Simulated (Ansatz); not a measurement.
# Calculations on C2H2BrCl

Part 1: Relaxation

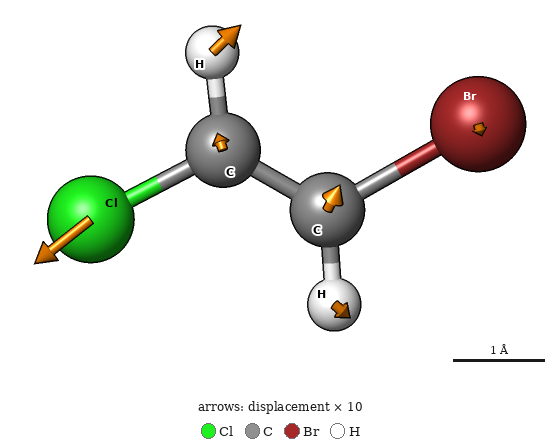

This is a relaxation of C$_{2}$H$_{2}$BrCl (coarse preliminary run). The starting structure is drawn; orange arrows show the displacements, 10 times their true length. The two geometries are superimposed by the best rigid fit.

A ball-and-stick model, seen face on.

All numbers below come from RKS PBE-D4/def2-SVP in Ansatz 0.2.0.

Input
```yaml
crystal:
  periodic: [false, false, false]
  atoms:
    - {symbol: Cl, position_ang: [-0.733900, 1.380800, -1.417600]}
    - {symbol: C, position_ang: [0.223200, 0.427900, -0.468200]}
    - {symbol: C, position_ang: [-0.288200, -0.418200, 0.423400]}
    - {symbol: Br, position_ang: [0.877700, -1.501500, 1.492900]}
    - {symbol: H, position_ang: [1.280400, 0.567600, -0.697600]}
    - {symbol: H, position_ang: [-1.317100, -0.520500, 0.620900]}
basis:
  gaussian: {orbitals: def2-SVP}
hamiltonian: {xc: pbe, dispersion: d4}
relax: {f_tol: 0.03, max_steps: 250}
```

**Atoms of which element are displaced furthest, and by how much?**

Chlorine: up to 0.080 Å, against 0.045 Å for hydrogen.

**What happened in the run?**

Cl1 moves most after the best rigid fit: 0.080 Å. Largest moves by element: Cl 0.080 Å, H 0.045 Å, C 0.035 Å, Br 0.015 Å. Near-neighbour distances that change, for instance: Cl1–C2 1.651 → 1.733 Å, C3–H6 1.053 → 1.099 Å, C3–Br4 1.917 → 1.887 Å, C2–C3 1.331 → 1.344 Å. Bond angles that change, for instance: Cl1–C2–H5 111.5° → 114.8°, C3–C2–H5 126.5° → 123.5°. The optimiser took 6 steps. The run took roughly 12 core-seconds on a shared host.

Part 2: Relaxation

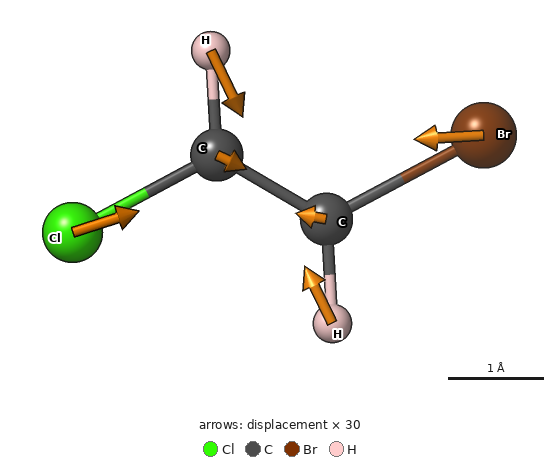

A relaxation of C2H2BrCl. The starting structure is drawn; orange arrows show the displacements, magnified 30 times. The two geometries are superimposed by the best rigid fit.

Style: ball-and-stick. Shown face on.

Level of theory: RKS PBE0-D4/def2-TZVP in Ansatz 0.2.0.

Input file:
```yaml
crystal:
  periodic: [false, false, false]
  atoms:
    - {symbol: Cl, position_ang: [-0.791626, 1.423058, -1.454534]}
    - {symbol: C, position_ang: [0.240453, 0.427619, -0.480866]}
    - {symbol: C, position_ang: [-0.255924, -0.418805, 0.436971]}
    - {symbol: Br, position_ang: [0.864071, -1.506462, 1.496584]}
    - {symbol: H, position_ang: [1.316083, 0.547952, -0.677600]}
    - {symbol: H, position_ang: [-1.330958, -0.537261, 0.633245]}
basis:
  gaussian: {orbitals: def2-TZVP}
hamiltonian: {xc: pbe0, dispersion: d4}
relax: {f_tol: 0.005, max_steps: 200}
```

Describe the change and its energy.

H5 moves most after the best rigid fit: 0.026 Å. By element the largest moves are H 0.026 Å, Br 0.025 Å, Cl 0.025 Å, C 0.012 Å. Near-neighbour distances that change, for instance: C2–C3 1.344 → 1.321 Å, C2–H5 1.100 → 1.082 Å, Cl1–C2 1.733 → 1.716 Å, C3–Br4 1.887 → 1.873 Å. After 4 geometry steps the energy has fallen by 3.45 kJ/mol. The largest force component goes from 0.65 to 0.0027 eV/Å. The run took roughly 30 core-seconds on a shared host.

Part 3: A change

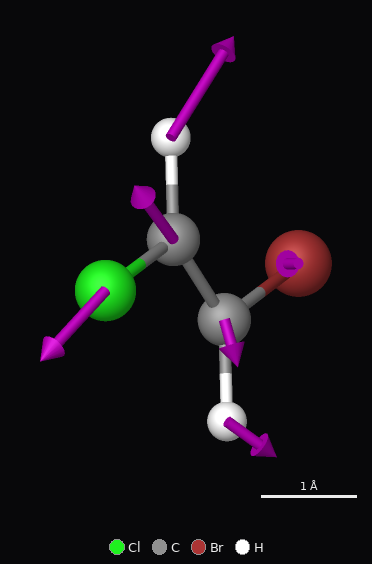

C2H2BrCl. The purple arrows show how the atoms are displaced, magnified 10 times. A ball-and-stick model, seen from a free direction.

The calculation used RKS wB97M-V/def2-TZVPP in Ansatz 0.2.0. 

Describe the change and its computed effect.

All atoms are moved at random (σ = 0.09 Å) from the PBE0-D4/def2-TZVP minimum. It costs 0.757 eV. The largest forces, 5.8 eV/Å, act on 2 C atoms of the calculation's cell. The forces point partly back along the displacements (cosine −0.67). At other levels of theory the same distortion costs 0.580 eV (RKS PBE-D4/def2-TZVPP), 0.679 eV (RKS r2SCAN-D4/def2-TZVPP), 0.744 eV (RKS PBE0-D4/def2-TZVPP), 0.611 eV (RHF-CCSD(T), frozen core/def2-TZVPP). Among the bonded contacts that change: C–C 1.321 → 1.463 Å, C–H 1.081 → 1.067 to 1.164 Å, Br–C 1.873 → 1.912 Å, C–Cl 1.716 → 1.750 Å. Among the angles between lasting bonds that change: Cl–C–H 114.6° → 127.6°, C–C–H 123.8° → 115.6°.

Part 4: Distortion

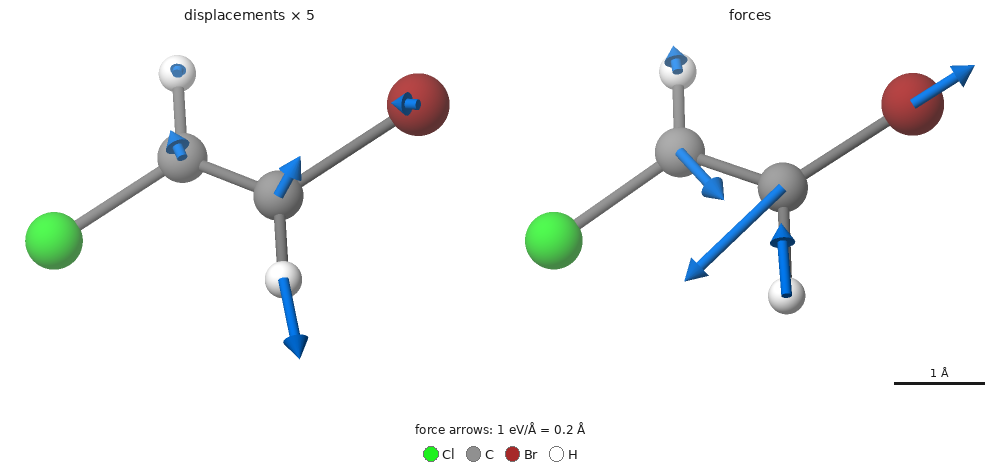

Left: C2H2BrCl, with blue arrows for the displacements applied to it. Right: the displaced structure with the computed forces. Style: ball-and-stick. Shown at a tilt.

Theory: RHF-CCSD(T), frozen core/def2-TZVPP in Ansatz. 

Describe the distortion and the response.

Answer. All atoms are moved at random (σ = 0.09 Å) from the PBE0-D4/def2-TZVP minimum. Energy change: +27.9 kcal/mol. The largest force is 7.6 eV/Å, on a C atom. The forces mostly point back along the displacements (cosine −0.78). At other levels of theory the same distortion costs 26.2 kcal/mol (RKS PBE-D4/def2-TZVPP), 27.9 kcal/mol (RKS r2SCAN-D4/def2-TZVPP), 28.6 kcal/mol (RKS PBE0-D4/def2-TZVPP), 29.7 kcal/mol (RKS wB97M-V/def2-TZVPP). Some distances before and after: C–H 1.081 → 1.038 to 1.347 Å, Br–C 1.873 → 1.732 Å, C–C 1.321 → 1.404 Å, C–Cl 1.716 → 1.729 Å. Bond angles that change, for instance: C–C–H 123.8° → 119.7°, Cl–C–H 114.6° → 118.4°.
